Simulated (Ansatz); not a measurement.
CH5AlBN

The calculation's input:

```
crystal:
  periodic: [false, false, false]
  atoms:
    - { symbol: B, position_ang: [-1.0998, 1.2248, -1.3796] }
    - { symbol: Al, position_ang: [0.4178, 0.1364, -0.6724] }
    - { symbol: C, position_ang: [0.2482, -0.7182, 1.0773] }
    - { symbol: "N", position_ang: [-0.9403, -0.56659, 1.72754] }
    - { symbol: H, position_ang: [-2.1253, 1.3912, -0.7612] }
    - { symbol: H, position_ang: [-1.0671, 1.8029, -2.4513] }
    - { symbol: H, position_ang: [1.7741, -0.0353, -1.54] }
    - { symbol: H, position_ang: [0.98711, -1.33353, 1.45537] }
    - { symbol: H, position_ang: [-0.99379, -1.05749, 2.68243] }
basis:
  gaussian: { orbitals: def2-SVP }
hamiltonian:
  xc: pbe
  dispersion: d4
relax:
  f_tol: 0.015
  max_steps: 40
output:
  orbitals: {}
```

Launched as:

```sh
ansatz run input.yaml --threads 1 --pin off --max-ram 2048MiB --backend cpu --events-out ev --progress --plain --runs-dir out
```

The fields are those of the relaxed geometry.

Method: RKS PBE-D4/def2-SVP in Ansatz.

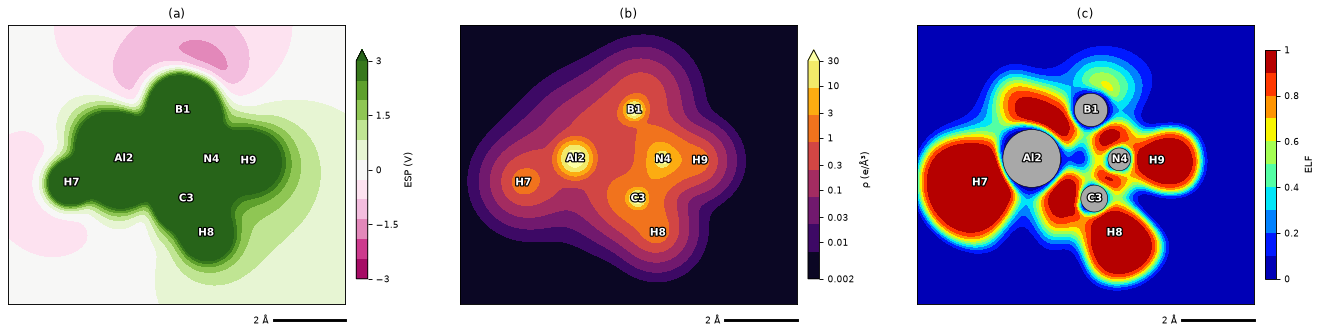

Figure 1. (a) molecular electrostatic potential; (b) total electron density; (c) electron localisation function on the plane of atoms Al2, C3 and H8. Grey discs cover the atomic cores in the ELF map.

Q: Describe what can be read from this map.

A:
- The section cuts through B, Al, C, N and H sites.
- C–N (1.30 Å): ρ at the midpoint is about 2.6 e/Å³; the ELF peaks at about 0.90 between the atoms: localised, covalent bonding.
- B–N (1.59 Å): the density is about 1.3 e/Å³ at the midpoint; the ELF peaks at about 0.95 between the atoms: a polar covalent bond.
- C–Al (2.08 Å): the density is about 0.54 e/Å³ at the midpoint; the ELF peaks at about 0.95 between the atoms: a polar covalent bond.
- Al–B (2.15 Å): ρ is about 0.51 e/Å³ halfway; the ELF peaks at about 0.95 between the atoms; a covalent bond.
- N–H (1.04 Å): the density is about 2.7 e/Å³ at the midpoint; the ELF climbs to about 1 towards the hydrogen, as it does in any bond to H: a covalent bond by its length.
- Outside the dense part of the molecule the potential is most negative (−1.5 V) near H5 and H6, which lies off the plane.

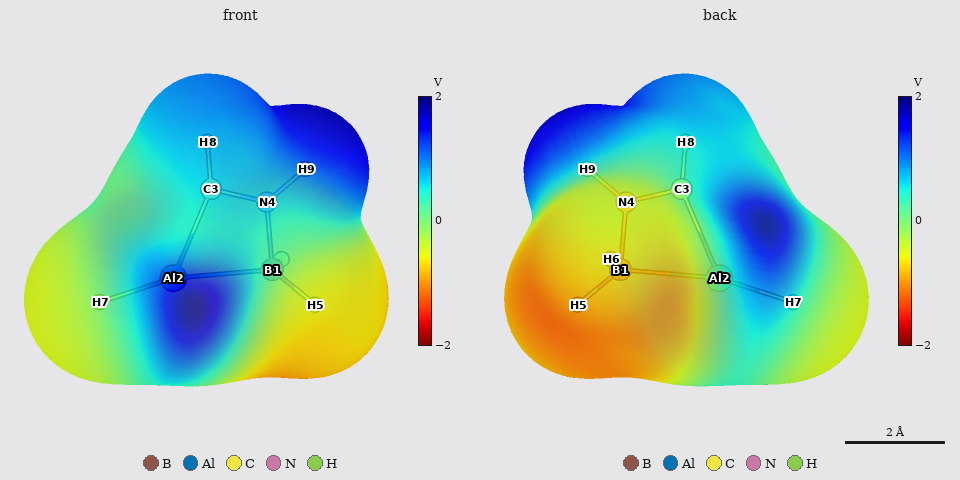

Figure 2. The molecular electrostatic potential painted on the density surface at 0.001 e/bohr³, seen from the front and from behind; the colour scale runs from red (negative) to blue (positive).

Q: Which sites attract a positive test charge, and which a negative one?

A: A positive charge is drawn to the negative regions and a negative charge to the positive ones. The most negative region (about −1.3 V) lies over H6, the most positive (about +1.8 V) over Al2 and H9.

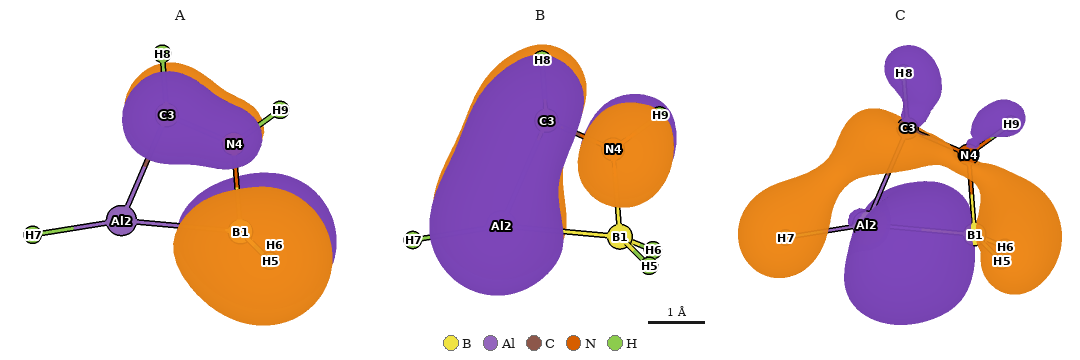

Figure 3. Three frontier orbitals at ±0.08 Å⁻³ᐟ² (orange and purple are the two phases), in no order.

Q: Which picture is the HOMO−1, the HOMO and the LUMO?

A: A is the HOMO−1 (−6.53 eV). By Hirshfeld shares it lies mainly on B1 (about 35 %), H5 (about 25 %), H6 (about 25 %), C3 (about 10 %) and N4 (about 5 %). C is the HOMO (−5.08 eV). Its weight (Hirshfeld) is mainly on Al2 (about 35 %), B1 (about 35 %), H7 (about 5 %) and C3 (about 5 %). B is the LUMO (−3.10 eV). By Hirshfeld shares it lies mainly on C3 (about 35 %), Al2 (about 30 %) and N4 (about 25 %).

Q: What is the HOMO–LUMO gap?

A: 1.98 eV between the orbital energies.
